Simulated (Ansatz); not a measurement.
Process, species as SMILES: [O+]#[Si-] (O-Si) → OSi+ (doublet, bonded as [O+]#[Si-]) + e-
B3LYP-D3(BJ)/def2-TZVP geometries, fixed; electronic energies without zero-point terms.

Basis-set convergence of the adiabatic ionisation energy at PBE with Ansatz (a first-principles code). All functions are spherical. The program fits the integrals of some runs and decomposes those of others, by size. Open shells are unrestricted. No added dispersion term, no relativity. Functions are those of the species that has most. Reference: the value in aug-cc-pV(5+d)Z, 11.292 eV, itself unsure by roughly 0.001 eV (its mean distance from pcseg-4, aug-pcseg-3, aug-cc-pV(Q+d)Z). Deviations are taken from unrounded values.

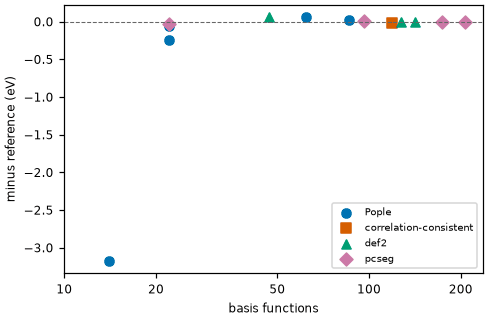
*Deviation from the reference against the number of basis functions, by family of sets.*

```tsv
basis	functions	adiabatic ionisation energy (eV)	minus reference (eV)
STO-3G	14	8.112	-3.179
3-21G	22	11.046	-0.246
6-31G	22	11.239	-0.052
pcseg-0	22	11.256	-0.035
def2-SVPD	47	11.357	0.065
6-311++G(2d,2p)	62	11.350	0.058
6-311++G(3df,3pd)	86	11.311	0.019
aug-pcseg-2	96	11.299	0.007
cc-pV(Q+d)Z	119	11.279	-0.013
def2-QZVPP	127	11.285	-0.006
def2-QZVPPD	142	11.291	-0.001
aug-pcseg-3	174	11.293	0.002
pcseg-4	206	11.291	-0.001
```
